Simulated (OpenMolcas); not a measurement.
# CH3Al (SMILES C[Al]): levels of theory compared

We compute a comparison of 6 runs (HF/3-21G, B2PLYP/cc-pVTZ, B3LYP/cc-pVTZ, BHLYP/cc-pVTZ, M06-L/cc-pVTZ, TPSS/cc-pVTZ) of CH3Al. 

The results are computed with OpenMolcas 26.06.

1 further run of the same task is left out (set aside as unsound or not needed).

## (1) The system as given

CH3Al has 5 atoms, charge 0, and is taken as a singlet. SMILES: `C[Al]`. Geometry: relaxed at PBE0-D4/def2-TZVP.

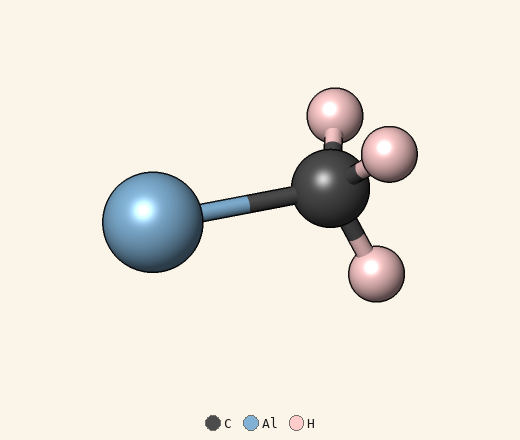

Viewed from a chosen angle; carbon dark grey, aluminium light blue, hydrogen pink.

## (2) Energy and forces at HF/3-21G (run 1)

File calc.input:

```
&gateway
  baslib = $CurrDir
  coord
  5
  angstrom
  C       -0.131220      -0.057510       0.054000
  Al       1.572690       0.689240      -0.647230
  H       -0.230740      -1.127460      -0.171770
  H       -0.205100       0.049890       1.144270
  H       -1.005630       0.445840      -0.379270
  basis = 3-21G
  group = NoSym

&seward

&scf
  thresholds = 1e-10 1e-07 1e-07 1e-05
  prorbitals = 1

&alaska
```

The basis set 3-21G is read from a file made from the Basis Set Exchange's data (not shown).

On the command line:

```sh
$ export MOLCAS_MEM=1860
$ pymolcas calc.input > calc.log
```

The log of the run:

```text
--- Start Module: gateway ---
[...]
--- Stop Module: gateway /rc=_RC_ALL_IS_WELL_ ---
[...]
      Basis functions           28
[...]
--- Start Module: scf ---
[...]
       Convergence after  10 Iterations
[...]
::    Total SCF energy                               -279.9671095751
[...]
      Total spin, S                                     0.0000000000
[...]
      Total electronic charge=   22.000000
      Total            charge=   -0.000000
[...]
      Dipole Moment (debye):
      Origin of the operator (angstrom)=    0.9381    0.4111   -0.3861
                   X= -9.6007E-01               Y= -4.2077E-01               Z=  3.9511E-01           Total=  1.1202E+00
      Quadrupole Moment (debye*angstrom):
[...]
--- Stop Module: scf /rc=_RC_ALL_IS_WELL_ ---
--- Start Module: alaska ---
[...]
 *              Molecular gradients               *
 **************************************************
  Irreducible representation: a
 ------------------------------------------------------------------------------------------
                              X                       Y                       Z
 ------------------------------------------------------------------------------------------
  C1                1.22690814414295E-02    5.37530815667009E-03   -5.05145497393844E-03
  AL2              -9.35736851868363E-03   -4.10073632019659E-03    3.85100157778595E-03
  H3               -5.73479081372175E-05   -3.77646312042712E-03   -9.50777258041657E-04
  H4                3.65798453205168E-05    5.26709604496189E-04    3.86210724097991E-03
  H5               -2.89094485992614E-03    1.97518167945654E-03   -1.71087658678459E-03
 ------------------------------------------------------------------------------------------
--- Stop Module: alaska /rc=_RC_ALL_IS_WELL_ ---
[...]
```

Run time: 2.5 s. Hardware: 1 thread of AMD EPYC 7R43 (Zen 3), shared host; peak memory 0.37 GiB.

## (3) A single-point energy at B2PLYP/cc-pVTZ (run 2)

File geom.xyz:

```xyz
5

C     -0.131220    -0.057510     0.054000
Al     1.572690     0.689240    -0.647230
H     -0.230740    -1.127460    -0.171770
H     -0.205100     0.049890     1.144270
H     -1.005630     0.445840    -0.379270
```

File calc.input:

```
&GATEWAY
 BASLIB=$CurrDir
 COORD=geom.xyz
 BASIS=cc-pVTZ
 GROUP=NoSym

&SEWARD
 GRIDINPUT
 Grid=UltraFine
 End of Grid

&SCF
 KSDFT=B2PLYP_SCF
 THRESHOLDS=1e-10 1e-07 1e-07 1e-05
 PRORBITALS=1 1

&MBPT2
 FROZEN=6
```

The basis set cc-pVTZ is read from a file made from the Basis Set Exchange's data (not shown).

On the command line:

```sh
$ export MOLCAS_MEM=1860
$ pymolcas calc.input > calc.log
```

The log of the run:

```text
--- Start Module: gateway ---
[...]
--- Stop Module: gateway /rc=_RC_ALL_IS_WELL_ ---
[...]
      Basis functions          106
[...]
--- Start Module: scf ---
[...]
       Convergence after  11 Iterations
[...]
::    Total KS-DFT energy                            -282.0933092189
[...]
      Total spin, S                                     0.0000000000
[...]
      Total electronic charge=   22.000000
      Total            charge=   -0.000000
[...]
      Dipole Moment (debye):
      Origin of the operator (angstrom)=    0.9381    0.4111   -0.3861
                   X= -6.0388E-01               Y= -2.6466E-01               Z=  2.4852E-01           Total=  7.0461E-01
      Quadrupole Moment (debye*angstrom):
[...]
--- Stop Module: scf /rc=_RC_ALL_IS_WELL_ ---
[...]
--- Start Module: mbpt2 ---
[...]
 ###    WARNING: MP2 implementation intended for RHF references only         ###
 ###############################################################################
MBPT2 WARNING: Reference function according to RunFile:KS-DFT
I'll assume you know what you're doing and continue
WARNING!
Default frozen orbitals as non valence orbitals is overwritten by user input.
Default values:   3
[...]
       Reference weight ( Cref**2 )         =        0.86167
::    Total MBPT2 energy                             -282.3879698897
[...]
      Total MBPT2 calculations                           0.53      0.58
--- Stop Module: mbpt2 /rc=_RC_ALL_IS_WELL_ ---
[...]
```

It took 32 s on 1 thread of AMD EPYC 7R43 (Zen 3), shared host; peak memory 0.61 GiB.

## (4) Energy and forces at B3LYP/cc-pVTZ (run 3)

File test.input:

```
&GATEWAY
BasLib=$CurrDir
BasisSet
C.cc-pVTZ....
C1 -0.131220 -0.057510 0.054000 angstrom
End of Basis
BasisSet
Al.cc-pVTZ....
Al2 1.572690 0.689240 -0.647230 angstrom
End of Basis
BasisSet
H.cc-pVTZ....
H3 -0.230740 -1.127460 -0.171770 angstrom
H4 -0.205100 0.049890 1.144270 angstrom
H5 -1.005630 0.445840 -0.379270 angstrom
End of Basis
&SEWARD
GridInput
Grid=UltraFine
End of Grid
&SCF
KSDFT=B3LYP
Thresholds=1e-10 1e-07 1e-07 1e-05
PrOrbitals=1 2
&ALASKA
```

The basis set cc-pVTZ is read from a file made from the Basis Set Exchange's data (not shown).

On the command line:

```sh
$ export MOLCAS_MEM=1860
$ pymolcas test.input > test.log
```

The log of the run:

```text
--- Start Module: gateway ---
[...]
--- Stop Module: gateway /rc=_RC_ALL_IS_WELL_ ---
[...]
      Basis functions          106
[...]
--- Start Module: scf ---
[...]
       Convergence after  11 Iterations
[...]
::    Total KS-DFT energy                            -282.3561993912
[...]
      Total spin, S                                     0.0000000000
[...]
      Total electronic charge=   22.000000
      Total            charge=   -0.000000
[...]
      Dipole Moment (debye):
      Origin of the operator (angstrom)=    0.9381    0.4111   -0.3861
                   X= -5.5662E-01               Y= -2.4395E-01               Z=  2.2907E-01           Total=  6.4947E-01
      Quadrupole Moment (debye*angstrom):
[...]
--- Stop Module: scf /rc=_RC_ALL_IS_WELL_ ---
[...]
--- Start Module: alaska ---
[...]
 *              Molecular gradients               *
 **************************************************
  Irreducible representation: a
 ------------------------------------------------------------------------------------------
                              X                       Y                       Z
 ------------------------------------------------------------------------------------------
  C1                2.90130482843098E-03    1.26973079406190E-03   -1.19521192184568E-03
  AL2              -2.97993729889079E-03   -1.30587579906116E-03    1.22631111874671E-03
  H3                2.30175675448363E-04   -7.36248599547462E-04   -3.12530024572599E-04
  H4                2.51197253471780E-04    2.23719770108682E-04    7.64281400550182E-04
  H5               -4.02740458471662E-04    5.48673834447566E-04   -4.82850572880333E-04
 ------------------------------------------------------------------------------------------
--- Stop Module: alaska /rc=_RC_ALL_IS_WELL_ ---
[...]
```

Run time: 36 s. Hardware: 1 thread of AMD EPYC 7R43 (Zen 3), shared host; peak memory 0.61 GiB.

Runs 4 to 5 aren't shown in full; the table further down has their settings and results.

## (5) Energy and gradient at TPSS/cc-pVTZ (run 6)

File mol.xyz:

```xyz
5

C     -0.131220    -0.057510     0.054000
Al     1.572690     0.689240    -0.647230
H     -0.230740    -1.127460    -0.171770
H     -0.205100     0.049890     1.144270
H     -1.005630     0.445840    -0.379270
```

File test.input:

```
&GATEWAY
  BasLib
  $CurrDir
  Coord
  mol.xyz
  Basis
  cc-pVTZ
  Group
  NoSym

&SEWARD
  GridInput
  Grid=UltraFine
  End of Grid

&SCF
  KSDFT
  2
  1.0 MGGA_X_TPSS
  1.0 MGGA_C_TPSS
  Thresholds
  1e-10 1e-07 1e-07 1e-05
  PrOrbitals
  1 2

&ALASKA
```

The basis set cc-pVTZ is read from a file made from the Basis Set Exchange's data (not shown).

On the command line:

```sh
$ export MOLCAS_MEM=1860
$ pymolcas test.input > test.log
```

The log of the run:

```text
--- Start Module: gateway ---
[...]
--- Stop Module: gateway /rc=_RC_ALL_IS_WELL_ ---
[...]
      Basis functions          106
[...]
--- Start Module: scf ---
[...]
       Convergence after  12 Iterations
[...]
::    Total KS-DFT energy                            -282.3537326414
[...]
      Total spin, S                                     0.0000000000
[...]
      Total electronic charge=   22.000000
      Total            charge=   -0.000000
[...]
      Dipole Moment (debye):
      Origin of the operator (angstrom)=    0.9381    0.4111   -0.3861
                   X= -7.3290E-01               Y= -3.2121E-01               Z=  3.0162E-01           Total=  8.5515E-01
      Quadrupole Moment (debye*angstrom):
[...]
--- Stop Module: scf /rc=_RC_ALL_IS_WELL_ ---
[...]
--- Start Module: alaska ---
[...]
 *              Molecular gradients               *
 **************************************************
  Irreducible representation: a
 ------------------------------------------------------------------------------------------
                              X                       Y                       Z
 ------------------------------------------------------------------------------------------
  C1                4.23707592291489E-04    1.80343886545087E-04   -1.74980521653545E-04
  AL2              -3.84489667301402E-03   -1.68512309738356E-03    1.58219697921780E-03
  H3                7.46698970092607E-04    1.94603749945088E-03    1.11835014269868E-04
  H4                7.06780779641314E-04    9.08489926935152E-05   -1.95842761321030E-03
  H5                1.96770933102774E-03   -5.32107281318916E-04    4.39376141346037E-04
 ------------------------------------------------------------------------------------------
--- Stop Module: alaska /rc=_RC_ALL_IS_WELL_ ---
[...]
```

Run time: 71 s. Hardware: 1 thread of AMD EPYC 7R43 (Zen 3), shared host; peak memory 0.6 GiB.

## (6) All runs side by side

```csv
run,level,task,frozen core orbitals,energy (Eh),dipole moment (D),HOMO energy (eV),LUMO energy (eV),wall time
1,HF/3-21G,gradient,–,-279.967110,1.12,-7.46,1.35,2.5 s
2,B2PLYP/cc-pVTZ,energy,6,-282.172868,0.70,-6.32,-0.34,32 s
3,B3LYP/cc-pVTZ,gradient,–,-282.356199,0.65,-5.41,-1.52,36 s
4,BHLYP/cc-pVTZ,gradient,–,-282.305085,0.66,-6.38,-0.57,38 s
5,M06-L/cc-pVTZ,gradient,–,-282.310636,0.86,-4.74,-1.77,69 s
6,TPSS/cc-pVTZ,gradient,–,-282.353733,0.86,-4.75,-2.02,71 s
```

## (7) Outcome

| quantity | value |
| --- | --- |
| run 6: total energy | -282.35373 Eh |
| run 6: dipole moment | 0.86 D |
| run 6: HOMO energy | -4.75 eV |
| run 6: LUMO energy | -2.02 eV |
| run 6: HOMO–LUMO gap | 2.73 eV |
| run 6: largest force on an atom | 0.231 eV/Å |

**Reading.** The dipole moment (its size) runs from 0.65 D (B3LYP/cc-pVTZ) to 1.12 D (HF/3-21G). The two ends differ in method and basis. The HOMO–LUMO gap runs from 2.73 eV (TPSS/cc-pVTZ) to 8.81 eV (HF/3-21G). For B2PLYP the log adds the whole second-order term; the table takes 0.27 of it, as the functional is defined. Totals of different functionals can't be ranked against each other. All runs together took 4.1 min, the longest 71 s.
